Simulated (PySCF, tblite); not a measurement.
# C₄H₆BNP radical: geometry, infrared bands and EPR parameters

Wanted: the infrared bands and EPR parameters of C₄H₆BNP radical (`PBn1c[c]cc1`), by calculation.

The runs use tblite 0.8.0 and PySCF 2.14.0, with density-fitted response routines of our own; the level of theory stands in each step. All values are computed, except where a source is named. Atoms count from 0, in the outputs and in this text.

### Step 1. The starting structure

13 atoms, charge 0, multiplicity 2; geometry from: force field or distance geometry start.

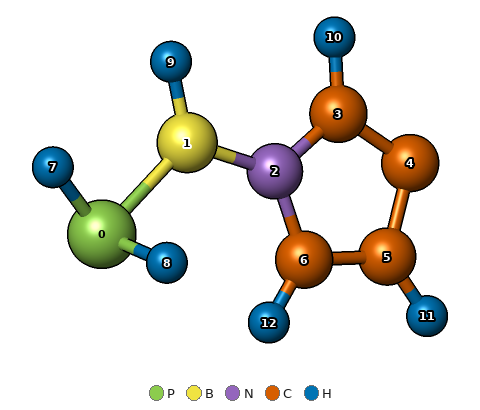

The starting geometry (phosphorus green, boron yellow, nitrogen purple, carbon orange, hydrogen blue), atoms numbered.

### Step 2. Relaxing the molecule with GFN2-xTB

Job settings and geometry (Å):

```
{"job": {"kind": "relax", "xc": "GFN2-xTB", "basis": "xTB"}, "charge": 0, "multiplicity": 2}
P      2.521800     0.872900    -0.367600
B      1.256700    -0.586400    -0.239000
N     -0.235800    -0.346000    -0.191900
C     -1.197600    -1.281300    -0.110000
C     -2.458700    -0.719000    -0.088400
C     -2.240600     0.645400    -0.194500
C     -0.872600     0.847200    -0.254600
H      3.666600     0.065500    -0.001500
H      2.268200     1.334500     0.988800
H      1.670800    -1.697500    -0.163400
H     -1.000000    -2.353100    -0.040800
H     -2.998700     1.412600    -0.214200
H     -0.384500     1.805700    -0.319400
```

The run is started by

```bash
$ OMP_NUM_THREADS=1 python probes_run.py task.json out
```

This one command runs all jobs of the session in turn.

Log:

```text
step      E/eV     max force
  0    -494.59030    3.333
  1    -494.87087    0.736
  2    -494.92412    0.702
  3    -494.97715    0.818
  4    -494.99257    0.573
  5    -495.01179    0.291
  6    -495.01834    0.269
  7    -495.02827    0.311
  8    -495.03510    0.203
  9    -495.03863    0.149
 10    -495.04028    0.141
 11    -495.04177    0.127
 12    -495.04311    0.126
 13    -495.04408    0.080
 14    -495.04476    0.080
 15    -495.04550    0.086
 16    -495.04657    0.093
 17    -495.04783    0.097
 18    -495.04922    0.124
 19    -495.05085    0.125
 20    -495.05294    0.121
 21    -495.05536    0.148
 22    -495.05758    0.136
 23    -495.05926    0.115
 24    -495.06057    0.106
 25    -495.06169    0.099
 26    -495.06254    0.069
 27    -495.06308    0.049
 28    -495.06343    0.041
 29    -495.06379    0.059
 30    -495.06425    0.077
 31    -495.06481    0.075
 32    -495.06541    0.064
 33    -495.06603    0.083
 34    -495.06665    0.074
 35    -495.06719    0.062
 36    -495.06764    0.059
 37    -495.06809    0.069
 38    -495.06865    0.076
 39    -495.06933    0.073
 40    -495.07001    0.066
 41    -495.07055    0.078
 42    -495.07095    0.061
 43    -495.07128    0.083
 44    -495.07169    0.048
 45    -495.07219    0.061
 46    -495.07252    0.067
 47    -495.07283    0.057
 48    -495.07307    0.035
 49    -495.07319    0.030
 50    -495.07325    0.022
 51    -495.07332    0.018
 52    -495.07341    0.018
 53    -495.07348    0.017
 54    -495.07352    0.012
 55    -495.07353    0.011
 56    -495.07355    0.009
```

Run time: 0.32 s. Hardware: 1 thread of Arm Neoverse V1, shared host.

The steps of the relaxation: (not every step is listed)

```
step  energy from step 0 (eV)  largest force (eV/Å)
   0                   0.0000                3.3330
   1                  -0.2806                0.7361
   2                  -0.3338                0.7024
   3                  -0.3868                0.8180
   4                  -0.4023                0.5726
   5                  -0.4215                0.2913
   6                  -0.4280                0.2687
   7                  -0.4380                0.3112
   8                  -0.4448                0.2033
  12                  -0.4528                0.1265
  16                  -0.4563                0.0929
  20                  -0.4626                0.1205
  24                  -0.4703                0.1063
  28                  -0.4731                0.0413
  32                  -0.4751                0.0642
  36                  -0.4773                0.0587
  40                  -0.4797                0.0665
  44                  -0.4814                0.0485
  48                  -0.4828                0.0352
  51                  -0.4830                0.0180
  52                  -0.4831                0.0181
  53                  -0.4832                0.0171
  54                  -0.4832                0.0116
  55                  -0.4832                0.0110
  56                  -0.4832                0.0091
```

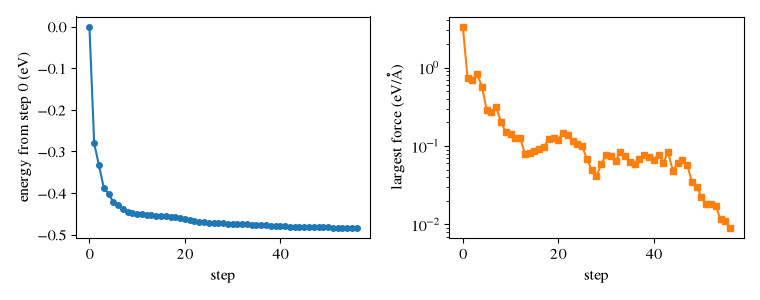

Energy and largest force along the relaxation.

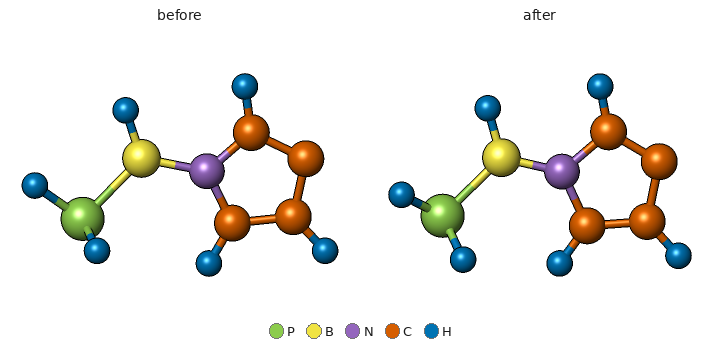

The geometry before (left) and after (right).

Close pairs (by a distance rule), those that changed most:

```
 bond  before (Å)  after (Å)  change (Å)
B1–N2       1.512      1.408      -0.104
P0–H8       1.455      1.382      -0.073
P0–H7       1.448      1.382      -0.066
N2–C3       1.344      1.399      +0.055
P0–B1       1.936      1.896      -0.040
C3–C4       1.381      1.342      -0.039
N2–C6       1.354      1.386      +0.032
C4–C5       1.386      1.414      +0.029
```

The next job starts from the end point, and lists it.

### Step 3. Infrared spectrum with GFN2-xTB

Job settings and geometry (Å):

```
{"job": {"kind": "ir", "xc": "GFN2-xTB", "basis": "xTB"}, "charge": 0, "multiplicity": 2}
P      2.470249     0.756272    -0.392286
B      1.204403    -0.648672    -0.259949
N     -0.176896    -0.383112    -0.189833
C     -1.187854    -1.347231    -0.109474
C     -2.363558    -0.700296    -0.075921
C     -2.153501     0.697134    -0.134010
C     -0.805087     0.852777    -0.203433
H      3.479967     0.159050     0.338632
H      2.042370     1.547979     0.656899
H      1.559093    -1.762553    -0.333133
H     -0.949874    -2.389906    -0.086275
H     -2.899124     1.465465    -0.127208
H     -0.224577     1.753581    -0.280615
```

Log:

```text
mode    cm-1     km/mol
  1      93.7      3.55
  2     124.1      4.87
  3     184.6      2.01
  4     239.3      1.47
  5     324.6      1.59
  6     508.5      1.88
  7     552.4     36.32
  8     585.0      1.96
  9     611.7     14.19
 10     732.3     23.78
 11     744.9      4.46
 12     765.3     26.48
 13     767.5     32.74
 14     786.8      4.15
 15     802.2     16.53
 16     823.5      2.52
 17     941.7     25.06
 18    1032.6     18.31
 19    1059.2      2.98
 20    1118.0     47.67
 21    1135.8     39.69
 22    1159.2      9.79
 23    1240.3     10.26
 24    1287.1     55.35
 25    1393.4    150.75
 26    1461.6     27.73
 27    1555.0      3.12
 28    2315.6     93.80
 29    2401.5    124.59
 30    2634.7     92.05
 31    3127.7     10.26
 32    3180.7     18.62
 33    3188.2      9.40
```

It took 0.36 s on 1 thread of Arm Neoverse V1, shared host.

The strongest bands and the atoms that carry them (share of the mass-weighted mode):

```
cm⁻¹  km/mol                               atoms
 552    36.3  H8 37 %, H9 19 %, B1 13 %, P0 11 %
1118    47.7         H10 27 %, H12 21 %, B1 15 %
1136    39.7                    H7 39 %, H8 39 %
1287    55.4  C5 33 %, C4 25 %, N2 16 %, B1 11 %
1393   150.8           N2 46 %, B1 15 %, C5 14 %
2316    93.8                    H8 55 %, H7 43 %
2402   124.6                    H7 54 %, H8 42 %
2635    92.0                             H9 92 %
```

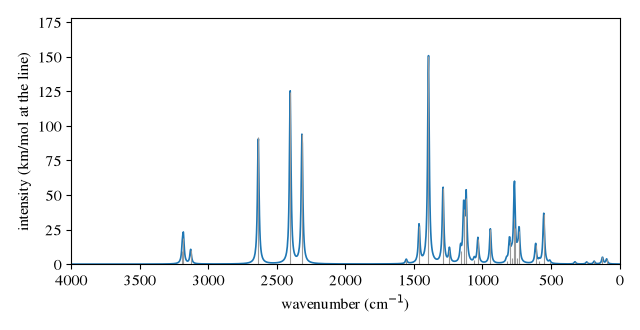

The infrared spectrum from these modes, unscaled. Lines are broadened to a width of 14 cm⁻¹ (Lorentzian).

### Step 4. EPR parameters: B3LYP/pcH-1

The job, as its differences from that of step 3:

```diff
@@ -1,2 +1,2 @@
-{"job": {"kind": "ir", "xc": "GFN2-xTB", "basis": "xTB"}, "charge": 0, "multiplicity": 2}
+{"job": {"kind": "epr", "basis": "pcH-1"}, "charge": 0, "multiplicity": 2}
 P      2.470249     0.756272    -0.392286
```

Method: UKS B3LYP, pcH-1 on B C H N P, non-relativistic, mean-field spin-orbit, GIAO.

Log:

```text
UKS, coarse grid
  cycle   1  E = -576.89974588  |g| = 2.42e-01
  cycle   2  E = -576.90061474  |g| = 2.36e-01
  cycle   3  E = -576.92729518  |g| = 8.41e-02
  cycle   4  E = -576.93030067  |g| = 3.86e-02
  cycle   5  E = -576.93108962  |g| = 9.99e-03
  cycle   6  E = -576.93114672  |g| = 4.96e-03
  cycle   7  E = -576.93116529  |g| = 1.75e-03
  cycle   8  E = -576.93117145  |g| = 1.31e-03
  cycle   9  E = -576.93117429  |g| = 5.73e-04
UKS, final grid
  cycle   1  E = -576.93112703  |g| = 7.80e-04
  cycle   2  E = -576.93112658  |g| = 1.35e-03
  cycle   3  E = -576.93112756  |g| = 1.57e-04
  cycle   4  E = -576.93112761  |g| = 1.35e-04
  cycle   5  E = -576.93112767  |g| = 6.79e-05
  cycle   6  E = -576.93112767  |g| = 1.45e-05
E = -576.93112767 Eh   <S^2> = 0.7577 (exact 0.7500)
g shifts (ppm)      1          2          3
  rmc          -168       -168       -168
  gc             29         15        -32
  oz_so        -417         26        441
  total        -556       -127        241
hyperfine (MHz)  atom isotope    a_iso     a_fc   dipolar eigenvalues
    0   31P       5.25       5.26     -2.53     -1.64      4.17
    1   11B       2.11       2.12     -1.84     -0.72      2.56
    2   14N      19.80      19.80     -2.50     -1.89      4.38
    3   13C      62.65      62.65    -18.04      0.04     18.00
    4   13C     505.84     505.95    -77.75    -59.89    137.64
    5   13C      32.78      32.78    -10.89     -4.02     14.91
    6   13C      46.77      46.79     -4.10     -1.10      5.20
    7    1H       2.19       2.19     -0.48     -0.25      0.73
    8    1H      -0.19      -0.19     -0.75     -0.48      1.23
    9    1H       1.00       1.00     -1.20     -0.84      2.04
   10    1H      19.09      19.09     -6.02     -4.59     10.61
   11    1H      19.54      19.55     -6.52     -5.40     11.91
   12    1H      12.83      12.83     -3.03     -2.33      5.36
```

Wall time 66 s (1 thread of Arm Neoverse V1, shared host); peak memory 0.88 GiB.

Principal g values 2.00176, 2.00219, 2.00256; g(iso) = 2.00217, against 2.00232 for a free electron.

Hyperfine couplings; where a row names several nuclei, a(iso) is their mean (it holds for fast rotation or exchange) and the dipolar term the largest among them:

```
nuclei  isotope  a(iso) (MHz)  a(iso) (G, at g = 2.0023)  largest dipolar term (MHz)
    C4      13C         505.8                      180.5                       137.6
    C3      13C          62.7                       22.4                       -18.0
    C6      13C          46.8                       16.7                         5.2
    C5      13C          32.8                       11.7                        14.9
    N2      14N          19.8                        7.1                         4.4
   H11       1H          19.5                        7.0                        11.9
   H10       1H          19.1                        6.8                        10.6
   H12       1H          12.8                        4.6                         5.4
    P0      31P           5.2                        1.9                         4.2
    B1      11B           2.1                        0.8                         2.6
H7, H8       1H           1.0                        0.4                         1.2
    H9       1H           1.0                        0.4                         2.0
```

Mulliken spin populations:

P0 0.00; B1 0.00; N2 0.03; C3 -0.09; C4 1.02; C5 -0.04; C6 0.05; H7 0.00; H8 0.00; H9 0.00; H10 0.01; H11 0.01; H12 0.00

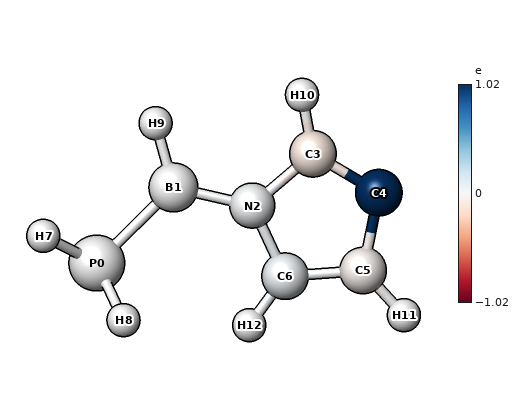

Mulliken spin populations, as colours on the atoms.

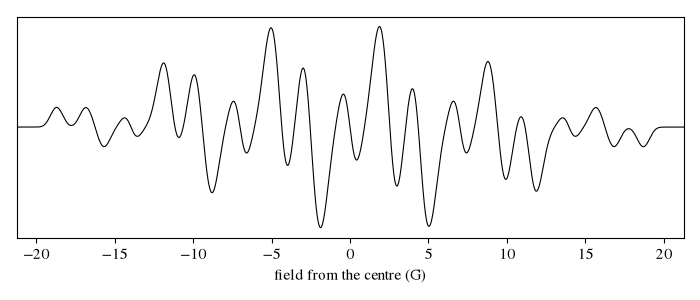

First-order isotropic spectrum (first derivative, main isotopes with spin only, couplings over 0.8 MHz, Gaussian width 0.3 G; couplings of the frozen geometry, rotation of groups not averaged beyond the rows shown).

Orbitals, density, ELF and potential are computed afterwards from the orbital file.

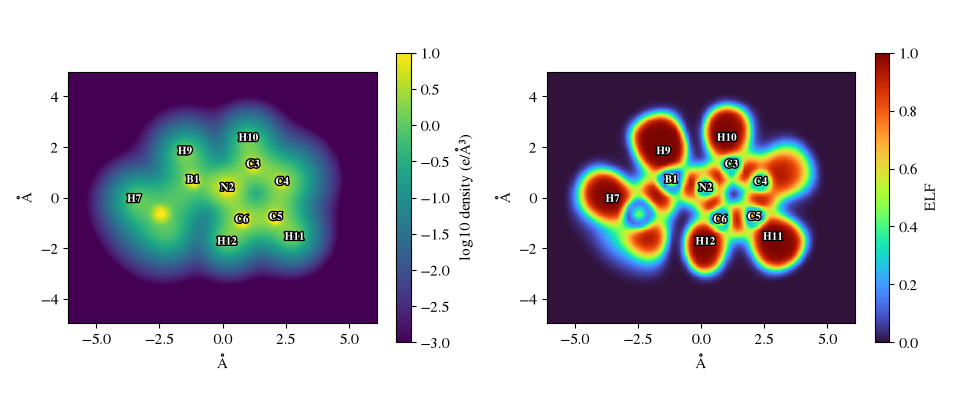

Density (left) and ELF (right) in a plane through or near 11 of the atoms.

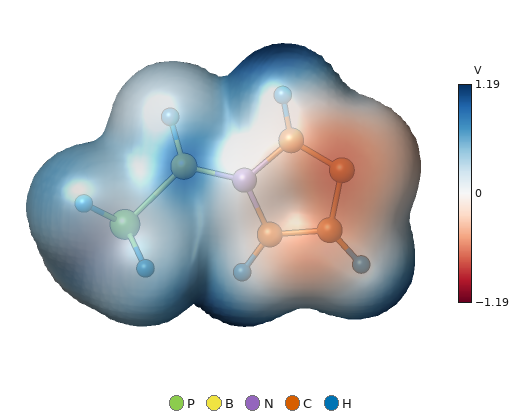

The potential that a unit positive charge feels on the 0.002 e/bohr³ surface, from -0.72 V near P0 to 1.19 V near H12.

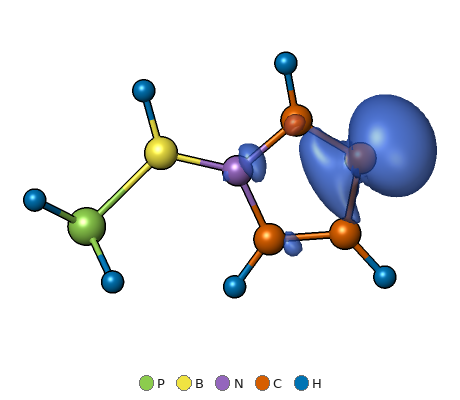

Spin density at ±0.05 e/Å³ (alpha excess blue, beta excess red).

### Step 5. Summary of results

| quantity | value |
| --- | --- |
| strongest single infrared mode (GFN2-xTB) | 1393 cm⁻¹, 151 km/mol |
| zero-point energy (GFN2-xTB) | 55.6 kcal/mol |
| g(iso) (B3LYP) | 2.00217 |
| ⟨S²⟩ | 0.758 (exact 0.75) |
| largest a(iso) (averaged by class) | 13C on C4, 505.8 MHz |
| potential on the surface of density 0.002 e/bohr³, 1st and 99th percentile | -0.72 V and 1.19 V |

In words: Relaxing lowered the energy by 0.483 eV in 56 steps; the close pair that moved most is B1–N2, from 1.512 to 1.408 Å. All 33 modes are real, so the xTB geometry is a minimum. The strongest single mode, at 1393 cm⁻¹, has its largest shares on N2, B1 and C5 (the list is cut at 3 atoms). GFN2-xTB is a fitted tight-binding method: band positions and strengths are rough. Its intensities can rank the bands wrongly. Most of the unpaired spin sits on C4 (1.02 e). The isotropic g lies 0.1 ppt below the free-electron value. These values are for one conformer; the search (at its own cheap level) found 1 more, at 0.29 kcal/mol, and measured spectra average over such forms.
